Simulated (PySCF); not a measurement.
**C₃H₅F₃Si: geometry, spin-spin couplings**

Aim: predict the spin-spin couplings of C₃H₅F₃Si (`FC(F)(F)[C@H]1C[SiH2]1`).

Computed with PySCF 2.14.0, with density-fitted response routines of our own, on a single molecule in the gas phase. Atoms count from 0, in the outputs and in this text.

### 1 The starting structure

12 atoms, charge 0, multiplicity 1; geometry from: GFN2-xTB. The atoms were then displaced at random by about 0.01 Å, so the start is not that level's minimum.

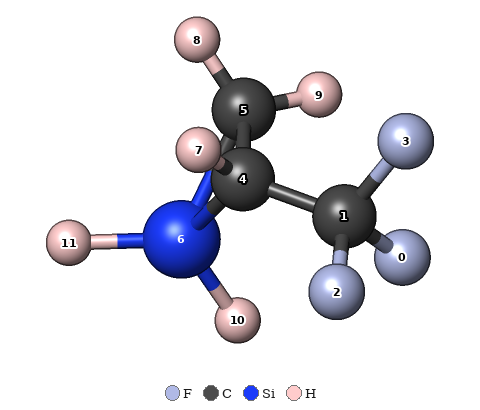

The starting geometry (fluorine light blue, carbon dark grey, silicon blue, hydrogen pink), atoms numbered; sticks join atoms by distance.

### 2 Geometry optimisation at PBE0-D3(BJ)/def2-SVP

The job: settings as JSON, then the geometry in Å.

```
{"job": {"xc": "PBE0", "basis": "def2-SVP", "d3": "d3bj", "grid": 1, "shake": 0.01, "kind": "geom"}, "charge": 0, "multiplicity": 1}
F      0.891930    -0.799890    -1.582080
C      1.303560    -0.550380    -0.334420
F      1.770220    -1.727880     0.102430
F      2.421140     0.259570    -0.469640
C      0.253870     0.001220     0.542120
C     -0.549110     1.189200    -0.036660
Si    -1.552840    -0.385540     0.178510
H      0.650490     0.136280     1.554520
H     -0.673760     2.032760     0.649500
H     -0.237260     1.502180    -1.009550
H     -1.844520    -1.211730    -0.968920
H     -2.394020    -0.474070     1.365170
```

The run is started by

```console
$ OMP_NUM_THREADS=1 python probes_run.py task.json out
```

One launch serves the whole session: the jobs run in the order shown.

What it wrote:

```text
step   0  E = -705.38118807  max force = 0.037246
step   1  E = -705.38437564  max force = 0.015053
step   2  E = -705.38599881  max force = 0.006954
step   3  E = -705.38638246  max force = 0.002218
step   4  E = -705.38643066  max force = 0.001272
step   5  E = -705.38646016  max force = 0.001031
step   6  E = -705.38647982  max force = 0.001511
step   7  E = -705.38648628  max force = 0.000919
step   8  E = -705.38648614  max force = 0.000837
step   9  E = -705.38649052  max force = 0.001008
step  10  E = -705.38650292  max force = 0.001268
step  11  E = -705.38651621  max force = 0.000828
step  12  E = -705.38653011  max force = 0.000737
step  13  E = -705.38654300  max force = 0.000464
step  14  E = -705.38654863  max force = 0.000426
optimisation converged
```

Run time: 99 s. Hardware: 1 thread of Arm Neoverse V1, shared host; peak memory 0.5 GiB.

Step by step:

```csv
step,energy from step 0 (eV),largest force component (eV/Å)
0,0.0000,1.9153
1,-0.0867,0.7741
2,-0.1309,0.3576
3,-0.1413,0.1141
4,-0.1427,0.0654
5,-0.1435,0.0530
6,-0.1440,0.0777
7,-0.1442,0.0473
8,-0.1442,0.0430
9,-0.1443,0.0518
10,-0.1446,0.0652
11,-0.1450,0.0426
12,-0.1454,0.0379
13,-0.1457,0.0239
14,-0.1459,0.0219
```

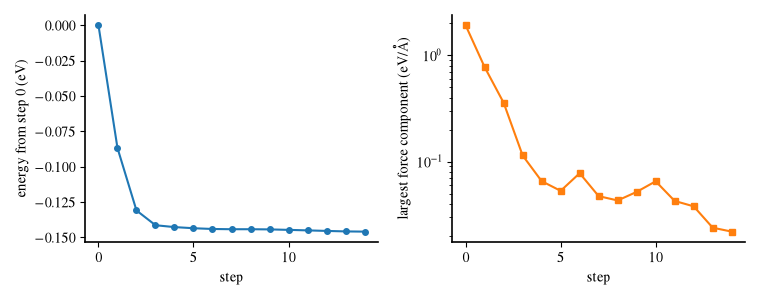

Energy and largest force along the relaxation.

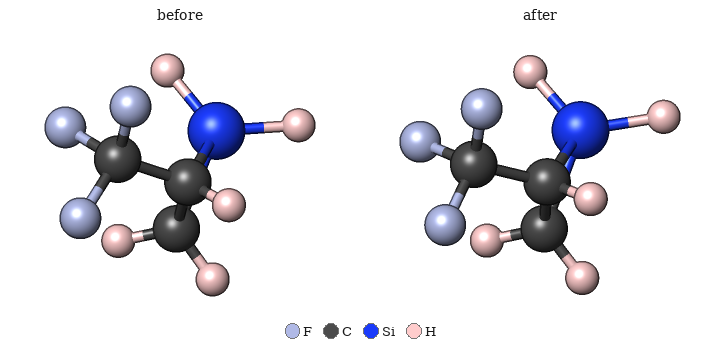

The geometry before (left) and after (right).

Distances of close pairs at the start and the end, largest changes first:

```csv
bond,before (Å),after (Å),change (Å)
C1–F3,1.387,1.341,-0.046
Si6–H10,1.444,1.480,+0.036
C5–H9,1.069,1.096,+0.027
Si6–H11,1.457,1.482,+0.025
C5–Si6,1.880,1.859,-0.021
C1–C4,1.475,1.491,+0.016
C4–Si6,1.883,1.870,-0.013
C4–C5,1.546,1.536,-0.010
```

The final coordinates are the input of the step that follows.

```csv
at the end point,value
point group (found at 0.08 Å tolerance),C1
"rotational constants (GHz, main isotopes)","3.919, 1.537, 1.417"
dipole moment (D),2.55
```

### 3 J couplings: B3LYP/cc-pVTZ

The job: settings as JSON, then the geometry in Å.

```
{"job": {"kind": "j", "xc": "B3LYP", "basis": "cc-pVTZ"}, "charge": 0, "multiplicity": 1}
F      0.940588    -0.548708    -1.689558
C      1.370298    -0.478099    -0.417545
F      1.830242    -1.686523    -0.081720
F      2.421084     0.354332    -0.414184
C      0.287435    -0.023009     0.500392
C     -0.585128     1.159624     0.054388
Si    -1.515765    -0.439701     0.231619
H      0.640535     0.008484     1.537115
H     -0.712540     1.974565     0.773439
H     -0.405957     1.514925    -0.966596
H     -1.908446    -1.185297    -0.985242
H     -2.328334    -0.683052     1.446814
```

With the program's defaults for keys left out, this is: B3LYP/cc-pVTZ indirect spin-spin coupling, non-relativistic, gas phase.

What it wrote:

```text
coarse grid: 11240 points
cycle   1  E = -706.3524314454  dE =  1.016e+00  |g| = 9.775e-01  |ddm| = 6.755e+00
cycle   2  E = -706.1537850851  dE =  1.986e-01  |g| = 1.508e+00  |ddm| = 2.889e+00
cycle   3  E = -706.5108079489  dE = -3.570e-01  |g| = 5.416e-02  |ddm| = 1.747e+00
cycle   4  E = -706.5109833953  dE = -1.754e-04  |g| = 4.556e-02  |ddm| = 1.447e-01
cycle   5  E = -706.5114108575  dE = -4.275e-04  |g| = 8.013e-03  |ddm| = 7.442e-02
cycle   6  E = -706.5114244385  dE = -1.358e-05  |g| = 2.164e-03  |ddm| = 1.349e-02
cycle   7  E = -706.5114254883  dE = -1.050e-06  |g| = 5.871e-04  |ddm| = 3.920e-03
final grid: 107224 points
cycle   8  E = -706.5119006012  dE = -7.210e-05  |g| = 7.342e-03  |ddm| = 6.846e-02
cycle   9  E = -706.5118890144  dE =  1.159e-05  |g| = 1.105e-02  |ddm| = 2.094e-02
cycle  10  E = -706.5119086753  dE = -1.966e-05  |g| = 6.238e-04  |ddm| = 1.281e-02
cycle  11  E = -706.5119087554  dE = -8.013e-08  |g| = 3.222e-04  |ddm| = 1.556e-03
cycle  12  E = -706.5119087803  dE = -2.489e-08  |g| = 6.445e-05  |ddm| = 6.008e-04
cycle  13  E = -706.5119087810  dE = -6.523e-10  |g| = 2.362e-05  |ddm| = 1.137e-04
converged SCF energy = -706.5119087810

Indirect spin-spin couplings (Hz)
  i      j    bonds     total        FC       PSO       DSO        SD
  0 F    1 C    1   -309.046  -289.230   -30.316     1.505     8.995
  0 F    2 F    2     55.915    30.308   -17.965    -0.228    43.800
  0 F    3 F    2     53.274    48.429   -37.724    -0.190    42.758
  0 F    4 C    2     41.451    44.924    -4.082     0.151     0.458
  0 F    5 C    3     -0.238     0.211    -0.469     0.137    -0.117
  0 F    6 Si   3     -1.999    -2.030    -0.094    -0.063     0.188
  0 F    7 H    3     20.691    22.337     0.383    -2.008    -0.021
  0 F    8 H    4     -1.006    -0.710     1.026    -1.197    -0.125
  0 F    9 H    4      0.762     1.129    -1.762     1.579    -0.183
  0 F   10 H    4      3.836     3.665    -0.950     1.069     0.052
  0 F   11 H    4      0.489     1.281     0.578    -1.317    -0.054
  1 C    2 F    1   -316.731  -293.038   -33.137     1.464     7.980
  1 C    3 F    1   -323.630  -300.455   -32.700     1.465     8.061
  1 C    4 C    1     74.373    75.826    -1.913     0.459         -
  1 C    5 C    2     -1.759    -1.672    -0.177     0.091         -
  1 C    6 Si   2      1.475     1.394     0.020    -0.036     0.097
  1 C    7 H    2     -3.089    -3.049    -0.414     0.375         -
  1 C    8 H    3      3.759     3.757     0.141    -0.139         -
  1 C    9 H    3      7.446     7.389    -0.311     0.369         -
  1 C   10 H    3      0.929     0.952    -0.125     0.102         -
  1 C   11 H    3      0.456     0.584     0.094    -0.221         -
  2 F    3 F    2     30.930    36.619   -46.273    -0.308    40.892
  2 F    4 C    2     44.437    48.097    -4.230     0.146     0.425
  2 F    5 C    3      4.718     4.953    -0.471    -0.320     0.555
  2 F    6 Si   3     -0.403    -0.290     0.087     0.058    -0.258
  2 F    7 H    3     -2.204    -1.623    -0.377     0.225    -0.430
  2 F    8 H    4      2.764     2.940     1.058    -1.382     0.148
  2 F    9 H    4     -2.587    -1.454     0.357    -1.368    -0.122
  3 F    4 C    2     28.538    30.821    -3.185     0.129     0.773
  3 F    5 C    3      1.573     2.033    -0.440     0.023    -0.043
  3 F    6 Si   3     -6.602    -7.780     0.630     0.230     0.317
  3 F    7 H    3      0.766     0.699     0.130     0.114    -0.177
  3 F    8 H    4     -0.365     0.064     0.095    -0.398    -0.127
  3 F    9 H    4      0.176    -0.016    -0.031     0.385    -0.161
  3 F   11 H    4      1.781     2.259     0.628    -1.199     0.092
  4 C    5 C    1      5.497     5.889    -0.670     0.278         -
  4 C    6 Si   1    -17.252   -19.057     1.265    -0.119     0.659
  4 C    7 H    1    144.498   142.260     0.955     1.282         -
  4 C    8 H    2     -1.568    -1.722     0.207    -0.052         -
  4 C    9 H    2     -2.244    -2.496     0.247     0.005         -
  4 C   10 H    2      0.023     0.156     0.103    -0.237         -
  4 C   11 H    2      1.938     2.038     0.097    -0.197         -
  5 C    6 Si   1    -19.996   -22.385     1.671    -0.085     0.803
  5 C    7 H    2     -1.525    -1.684     0.255    -0.095         -
  5 C    8 H    1    149.890   147.888     1.159     0.844         -
  5 C    9 H    1    143.501   141.477     1.089     0.935         -
  5 C   10 H    2      2.481     2.644     0.160    -0.323         -
  5 C   11 H    2      1.838     2.002     0.183    -0.347         -
  6 Si   7 H    2      3.132     3.070    -0.269     0.126     0.205
  6 Si   8 H    2      3.448     3.419    -0.284     0.213     0.100
  6 Si   9 H    2      4.558     4.453    -0.246     0.148     0.203
  6 Si  10 H    1   -220.616  -221.308     0.919    -0.258     0.031
  6 Si  11 H    1   -207.636  -208.287     0.816    -0.228     0.062
  7 H    8 H    3     11.686    11.379     0.016     0.290         -
  7 H    9 H    3      8.306     8.540     1.962    -2.196         -
  7 H   10 H    3      0.347     1.318     1.194    -2.166         -
  7 H   11 H    3      3.057     3.086    -0.056     0.027         -
  8 H    9 H    2    -10.327   -10.553     2.589    -2.363         -
  8 H   10 H    3      1.371     2.314     1.269    -2.212         -
  8 H   11 H    3      2.597     2.779     0.274    -0.456         -
  9 H   10 H    3      3.374     3.475     0.033    -0.133         -
  9 H   11 H    3      1.907     2.904     1.240    -2.237         -
 10 H   11 H    2     28.986    30.537     0.867    -2.418         -
```

It took 80 s on 1 thread of Arm Neoverse V1, shared host; peak memory 1.1 GiB.

The basis is not made for couplings: without tight functions at the nuclei these values are rough.

A choice of the couplings up to four bonds, sorted by the number of bonds, with means over like pairs; isotopes 13C, 19F, 1H, 29Si:

```csv
pair,bonds,J (Hz),Fermi contact (Hz),dihedral (°)
F0–C1,1,-316.5,-294.2,–
Si6–H10,1,-220.6,-221.3,–
Si6–H11,1,-207.6,-208.3,–
C5–H8,1,149.9,147.9,–
C4–H7,1,144.5,142.3,–
C5–H9,1,143.5,141.5,–
C1–C4,1,74.4,75.8,–
C5–Si6,1,-20.0,-22.4,–
C4–Si6,1,-17.3,-19.1,–
F0–F2,2,46.7,38.5,–
F0–C4,2,38.1,41.3,–
H10–H11,2,29.0,30.5,–
H8–H9,2,-10.3,-10.6,–
Si6–H9,2,4.6,4.5,–
Si6–H8,2,3.4,3.4,–
Si6–H7,2,3.1,3.1,–
C1–H7,2,-3.1,-3.0,–
C5–H10,2,2.5,2.6,–
H7–H8,3,11.7,11.4,5
H7–H9,3,8.3,8.5,141
C1–H9,3,7.4,7.4,6
F0–H7,3,6.4,7.1,–
C1–H8,3,3.8,3.8,-130
H9–H10,3,3.4,3.5,3
H7–H11,3,3.1,3.1,1
F0–Si6,3,-3.0,-3.4,–
H8–H11,3,2.6,2.8,-7
F0–H10,4,1.3,1.2,–
```

Means hide unlike values in this fixed geometry: F0–F2 from 30.9 to 55.9 Hz; F0–H7 from -2.2 to 20.7 Hz; F0–Si6 from -6.6 to -0.4 Hz. They hold only if the pairs exchange fast.

The spin-dipole term was solved for some atoms only; pairs without it lack that part.

### 4 Spin-spin couplings: B3LYP/6-31G*

The job, as its differences from that of step 3:

```diff
@@ -1,2 +1,2 @@
-{"job": {"kind": "j", "xc": "B3LYP", "basis": "cc-pVTZ"}, "charge": 0, "multiplicity": 1}
+{"job": {"kind": "j", "xc": "B3LYP", "basis": "6-31G*"}, "charge": 0, "multiplicity": 1}
 F      0.940588    -0.548708    -1.689558
```

With the program's defaults for keys left out, this is: B3LYP/6-31G* indirect spin-spin coupling, non-relativistic, gas phase.

What it wrote:

```text
coarse grid: 11240 points
cycle   1  E = -706.1661984366  dE =  1.027e+00  |g| = 9.606e-01  |ddm| = 3.249e+00
cycle   2  E = -705.9780720022  dE =  1.881e-01  |g| = 1.436e+00  |ddm| = 1.499e+00
cycle   3  E = -706.3331553901  dE = -3.551e-01  |g| = 5.190e-02  |ddm| = 9.148e-01
cycle   4  E = -706.3334084849  dE = -2.531e-04  |g| = 4.084e-02  |ddm| = 8.529e-02
cycle   5  E = -706.3338018242  dE = -3.933e-04  |g| = 6.037e-03  |ddm| = 4.091e-02
cycle   6  E = -706.3338104446  dE = -8.620e-06  |g| = 2.281e-03  |ddm| = 8.983e-03
final grid: 107224 points
cycle   7  E = -706.3040664794  dE = -1.132e-05  |g| = 9.466e-03  |ddm| = 1.913e-02
cycle   8  E = -706.3040406931  dE =  2.579e-05  |g| = 1.443e-02  |ddm| = 1.919e-02
cycle   9  E = -706.3040850261  dE = -4.433e-05  |g| = 7.474e-04  |ddm| = 1.212e-02
cycle  10  E = -706.3040851794  dE = -1.534e-07  |g| = 1.696e-04  |ddm| = 1.030e-03
cycle  11  E = -706.3040851854  dE = -5.964e-09  |g| = 5.478e-05  |ddm| = 1.619e-04
cycle  12  E = -706.3040851860  dE = -6.125e-10  |g| = 1.347e-05  |ddm| = 5.516e-05
converged SCF energy = -706.3040851860

Indirect spin-spin couplings (Hz)
  i      j    bonds     total        FC       PSO       DSO        SD
  0 F    1 C    1   -244.777  -228.381   -25.036     1.610     7.030
  0 F    2 F    2    129.153    93.486    -7.200    -0.038    42.904
  0 F    3 F    2    121.377   103.735   -24.000    -0.001    41.643
  0 F    4 C    2     44.315    47.326    -3.596     0.174     0.411
  0 F    5 C    3      0.007     0.476    -0.530     0.145    -0.084
  0 F    6 Si   3     -3.304    -3.529     0.130    -0.067     0.161
  0 F    7 H    3     19.286    21.322    -0.148    -1.936     0.048
  0 F    8 H    4     -1.052    -0.440     0.662    -1.163    -0.112
  0 F    9 H    4      1.482     1.468    -1.418     1.588    -0.156
  0 F   10 H    4      3.932     3.476    -0.678     1.066     0.069
  0 F   11 H    4      0.271     1.302     0.311    -1.292    -0.050
  1 C    2 F    1   -252.855  -233.182   -27.400     1.572     6.154
  1 C    3 F    1   -260.459  -241.417   -26.834     1.571     6.220
  1 C    4 C    1     98.092    99.261    -1.627     0.458         -
  1 C    5 C    2     -1.577    -1.555    -0.113     0.090         -
  1 C    6 Si   2      0.762     0.677     0.036    -0.036     0.084
  1 C    7 H    2     -2.623    -2.700    -0.307     0.384         -
  1 C    8 H    3      3.264     3.279     0.121    -0.136         -
  1 C    9 H    3      6.609     6.463    -0.224     0.371         -
  1 C   10 H    3      0.796     0.791    -0.100     0.104         -
  1 C   11 H    3      0.350     0.500     0.068    -0.219         -
  2 F    3 F    2    114.994   104.866   -30.601    -0.114    40.843
  2 F    4 C    2     45.373    48.396    -3.644     0.167     0.453
  2 F    5 C    3      8.700     9.029    -0.527    -0.310     0.508
  2 F    6 Si   3     -1.397    -1.408     0.158     0.053    -0.200
  2 F    7 H    3     -1.021    -0.360    -0.579     0.292    -0.374
  2 F    8 H    4      2.106     2.563     0.727    -1.348     0.164
  2 F    9 H    4     -2.815    -1.309    -0.053    -1.327    -0.126
  2 F   10 H    4      0.331     0.396     0.166    -0.158    -0.073
  3 F    4 C    2     27.130    28.672    -2.438     0.151     0.745
  3 F    5 C    3      0.931     1.245    -0.308     0.031    -0.036
  3 F    6 Si   3     -9.474   -10.813     0.886     0.225     0.228
  3 F    7 H    3      1.571     1.716    -0.141     0.181    -0.186
  3 F    8 H    4     -0.712    -0.239     0.013    -0.373    -0.113
  3 F    9 H    4      0.861     0.539     0.051     0.415    -0.143
  3 F   10 H    4     -1.348    -0.400     0.266    -1.121    -0.093
  3 F   11 H    4      1.405     2.086     0.363    -1.174     0.130
  4 C    5 C    1     20.058    20.320    -0.542     0.280         -
  4 C    6 Si   1    -33.155   -34.478     0.839    -0.120     0.605
  4 C    7 H    1    163.020   161.074     0.600     1.346         -
  4 C    8 H    2     -2.070    -2.157     0.130    -0.042         -
  4 C    9 H    2     -2.719    -2.888     0.153     0.017         -
  4 C   10 H    2     -0.585    -0.410     0.053    -0.228         -
  4 C   11 H    2      1.105     1.234     0.060    -0.190         -
  5 C    6 Si   1    -34.452   -36.229     1.161    -0.087     0.703
  5 C    7 H    2     -2.459    -2.570     0.195    -0.085         -
  5 C    8 H    1    167.902   166.275     0.717     0.910         -
  5 C    9 H    1    166.328   164.644     0.685     0.999         -
  5 C   10 H    2      1.573     1.779     0.108    -0.315         -
  5 C   11 H    2      1.321     1.535     0.125    -0.339         -
  6 Si   7 H    2      4.576     4.296    -0.009     0.121     0.168
  6 Si   8 H    2      4.668     4.421    -0.026     0.207     0.065
  6 Si   9 H    2      5.473     5.167     0.001     0.141     0.164
  6 Si  10 H    1   -245.462  -245.429     0.676    -0.291    -0.418
  6 Si  11 H    1   -231.168  -231.078     0.557    -0.260    -0.387
  7 H    8 H    3     11.979    11.846    -0.191     0.323         -
  7 H    9 H    3      7.566     8.385     1.332    -2.151         -
  7 H   10 H    3     -0.232     1.161     0.739    -2.133         -
  7 H   11 H    3      3.130     3.250    -0.169     0.049         -
  8 H    9 H    2    -13.282   -12.498     1.444    -2.229         -
  8 H   10 H    3      0.700     2.106     0.774    -2.179         -
  8 H   11 H    3      2.387     2.763     0.054    -0.430         -
  9 H   10 H    3      3.247     3.489    -0.133    -0.108         -
  9 H   11 H    3      1.186     2.645     0.744    -2.204         -
 10 H   11 H    2     29.589    31.700     0.223    -2.333         -
```

Run time: 19 s. Hardware: 1 thread of Arm Neoverse V1, shared host; peak memory 0.68 GiB.

The basis is not made for couplings: without tight functions at the nuclei these values are rough.

Key values: J(F0,C1) -252.7 Hz, J(Si6,H10) -245.5 Hz, J(Si6,H11) -231.2 Hz (means over like pairs).

### 5 Comparing the runs: spin-spin couplings

Couplings (Hz), each a mean over the pairs like the one named, with basis size and wall time:

```csv
run,F0–C1,Si6–H10,Si6–H11,C5–H8,C5–H9,C4–H7,C1–C4,functions,time
B3LYP/cc-pVTZ,-316.5,-220.6,-207.6,149.9,143.5,144.5,74.4,284,80 s
B3LYP/6-31G*,-252.7,-245.5,-231.2,167.9,166.3,163.0,98.1,112,19 s
```

### 6 Outcome

```
                                     quantity                                            value
                                  point group                                               C1
         rotational constants (main isotopes)                             3.92, 1.54, 1.42 GHz
largest coupling of the table (B3LYP/cc-pVTZ)  1J(F,C) F0–C1, -316.5 Hz (mean over like pairs)
      range of J(F0,C1), mean over like pairs                              -316.5 to -252.7 Hz
```

The start of the PBE0/def2-SVP relaxation was shaken at random by about 0.01 Å, so part of the energy gained, and of the first lengths quoted, undoes that. The optimisation took 14 steps and gained 0.146 eV; among the close pairs (by a distance rule), C1–F3 changed most, from 1.387 to 1.341 Å. No frequency check was run at this level, so the end point may be a saddle. Of the pairs tabulated at B3LYP/cc-pVTZ, F0–C1 (mean over like pairs) couples most strongly (-316.5 Hz; Fermi contact -294.2 Hz). Couplings across rotatable bonds belong to this one conformer; where others are populated, the observed values are averages. Density functionals describe couplings to fluorine poorly, F–F couplings above all, so those rows are rough. The coupling F0–C1, as a mean over pairs of its kind, runs from -316.5 Hz (B3LYP/cc-pVTZ) to -252.7 Hz (B3LYP/6-31G*). Couplings from bases without tight functions are rough.
